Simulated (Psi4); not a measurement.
**NO2F (nitryl fluoride): PBE0/3-21G (sweep point 2)**

What is the vertical singlet–triplet gap of NO2F (nitryl fluoride) at PBE0/3-21G (sweep point 2)? 

Program for the calculation: Psi4 1.11.

### Step 1. The structure to begin with

The species is NO2F (4 atoms), meant as a singlet with charge 0. As SMILES, `O=[N+]([O-])F`. The shape is that of a GFN2-xTB optimisation.

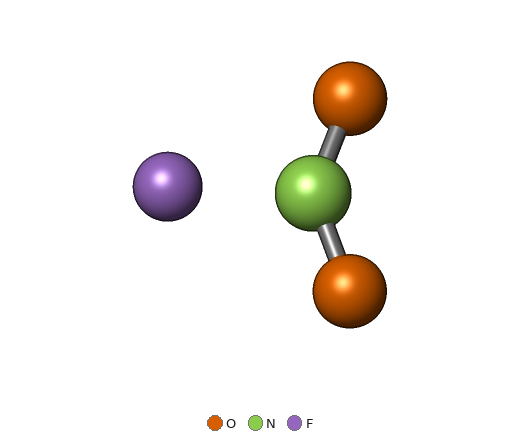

The structure, seen from a chosen angle (oxygen orange, nitrogen green, fluorine purple).

### Step 2. The energy at PBE0/3-21G (sweep point 2)

job.inp reads:

```
memory 1600 MB

molecule molecule1 {
  0 1
  O      0.188740     0.465950     1.115660
  N      0.109710    -0.098240     0.122020
  O      0.475520    -1.064170    -0.373030
  F     -0.773970     0.696460    -0.864650
  symmetry c1
}

set {
  puream true
  scf_type pk
  dft_radial_points 99
  dft_spherical_points 590
}

E, wfn = energy('pbe0/3-21G', return_wfn=True)
```

Started as:

```
$ psi4 -n 1 job.inp job.out
```

job.out:

```text
[...]
  Running in c1 symmetry.
[...]
  Nuclear repulsion =  123.467880182532227
[...]
  Multiplicity = 1
[...]
  Nalpha       = 16
  Nbeta        = 16
[...]
    Number of basis functions: 36
[...]
   @RKS iter   1:  -302.65052065964966    1.94898e-01   2.02074e-02 ADIIS/DIIS
[...]
   @RKS iter   9:  -302.84837127032597   -1.84587e-08   3.67767e-07 DIIS
[...]
    Orbital Energies [Eh]
    ---------------------
    Doubly Occupied:
       1A    -24.639953     2A    -19.244592     3A    -19.244008
       4A    -14.668969     5A     -1.428075     6A     -1.271284
       7A     -1.175886     8A     -0.701880     9A     -0.670060
      10A     -0.644385    11A     -0.595023    12A     -0.427330
      13A     -0.402475    14A     -0.389745    15A     -0.382894
      16A     -0.361892
[...]
  @RKS Final Energy:  -302.84837127032597
   => Energetics <=
    Nuclear Repulsion Energy =            123.4678801825322267
    One-Electron Energy =                -661.7198772741450057
    Two-Electron Energy =                 261.2392141950539894
    DFT Exchange-Correlation Energy =     -25.8355883737671412
    Empirical Dispersion Energy =           0.0000000000000000
    VV10 Nonlocal Energy =                  0.0000000000000000
    Total Energy =                       -302.8483712703259698
[...]
 Multipole Moments:
 ------------------------------------------------------------------------------------
     Multipole            Electronic (a.u.)      Nuclear  (a.u.)        Total (a.u.)
 ------------------------------------------------------------------------------------
 L = 1.  Multiply by 2.5417464519 to convert [e a0] to [Debye]
 Dipole X            :         -0.4810828            0.6963496            0.2152668
 Dipole Y            :          0.4334491           -0.6266305           -0.1931814
 Dipole Z            :         -0.5380664            0.7779552            0.2398888
 Magnitude           :                                                    0.3757731
[...]
```

Run time: 7.2 s. Hardware: 1 thread of AMD EPYC 7R43 (Zen 3), shared host; peak memory 0.39 GiB.

### Step 3. The triplet at the same level

calc.in reads:

```
memory 1600 MB

molecule geom {
  0 3
  O      0.188740     0.465950     1.115660
  N      0.109710    -0.098240     0.122020
  O      0.475520    -1.064170    -0.373030
  F     -0.773970     0.696460    -0.864650
  symmetry c1
}

set {
  reference uks
  puream true
  scf_type pk
  dft_radial_points 99
  dft_spherical_points 590
  maxiter 150
}

energy_value, wavefunction = energy("pbe0/3-21G", return_wfn=True)
```

Started as:

```
$ psi4 calc.in calc.out -n 1
```

calc.out:

```text
[...]
  Running in c1 symmetry.
[...]
  Nuclear repulsion =  123.467880182532227
[...]
  Multiplicity = 3
[...]
  Nalpha       = 17
  Nbeta        = 15
[...]
    Number of basis functions: 36
[...]
   @UKS iter   1:  -302.59407160805551    2.51347e-01   1.20892e-02 DIIS/ADIIS
[...]
   @UKS iter  15:  -302.66842393512098    1.30636e-07   4.28161e-07 DIIS
[...]
   @S^2 Observed:                2.026324125E+00
[...]
    Orbital Energies [Eh]
    ---------------------
    Alpha Occupied:
       1A    -24.668831     2A    -19.253811     3A    -19.253224
       4A    -14.570297     5A     -1.419566     6A     -1.271365
       7A     -1.195001     8A     -0.706711     9A     -0.669954
      10A     -0.659866    11A     -0.603274    12A     -0.471128
      13A     -0.440923    14A     -0.414045    15A     -0.409769
      16A     -0.409400    17A     -0.183886
    Alpha Virtual:
      18A     -0.021284    19A      0.250218    20A      0.538800
      21A      0.965057    22A      0.988152    23A      1.077458
      24A      1.376880    25A      1.411521    26A      1.412864
[...]
  @UKS Final Energy:  -302.66842393512098
   => Energetics <=
    Nuclear Repulsion Energy =            123.4678801825322267
    One-Electron Energy =                -661.7810134773512800
    Two-Electron Energy =                 261.5142029450082077
    DFT Exchange-Correlation Energy =     -25.8694935853101136
    Empirical Dispersion Energy =           0.0000000000000000
    VV10 Nonlocal Energy =                  0.0000000000000000
    Total Energy =                       -302.6684239351209840
[...]
 Multipole Moments:
 ------------------------------------------------------------------------------------
     Multipole            Electronic (a.u.)      Nuclear  (a.u.)        Total (a.u.)
 ------------------------------------------------------------------------------------
 L = 1.  Multiply by 2.5417464519 to convert [e a0] to [Debye]
 Dipole X            :         -0.5528580            0.6963496            0.1434916
 Dipole Y            :          0.4969421           -0.6266305           -0.1296885
 Dipole Z            :         -0.6165790            0.7779552            0.1613762
 Magnitude           :                                                    0.2518953
[...]
```

It took 13 s on 1 thread of AMD EPYC 7R43 (Zen 3), shared host; peak memory 0.4 GiB.

### Step 4. Summary of results

Level: PBE0/3-21G (sweep point 2).

```
                                        quantity          value
                           singlet: total energy  -302.84837 Eh
                          singlet: dipole moment         0.96 D
                            singlet: HOMO energy       -9.85 eV
                            singlet: LUMO energy       -2.08 eV
                          singlet: HOMO–LUMO gap        7.77 eV
                           triplet: total energy  -302.66842 Eh
                          triplet: dipole moment         0.64 D
     triplet: HOMO energy (highest over α and β)       -5.00 eV
                                   triplet: ⟨S²⟩          2.026
vertical energy of the triplet above the singlet       4.897 eV
```

In words: At this shape the triplet lies 4.90 eV (113 kcal/mol) above the singlet.
